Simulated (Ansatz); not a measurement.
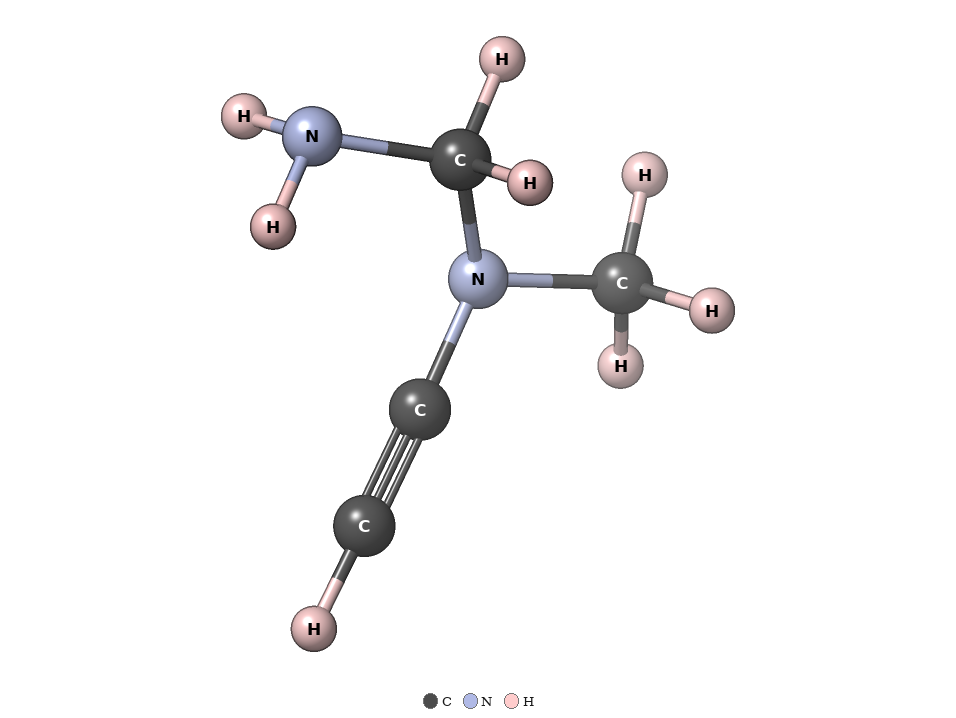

Orthographic view. Atoms fade into the background with distance from the viewer. Computed geometry: PBE0-D4/def2-TZVP optimisation. No frequency run is at hand to confirm it as a minimum.

> Give the standard InChI.

InChI=1S/C4H8N2/c1-3-6(2)4-5/h1H,4-5H2,2H3
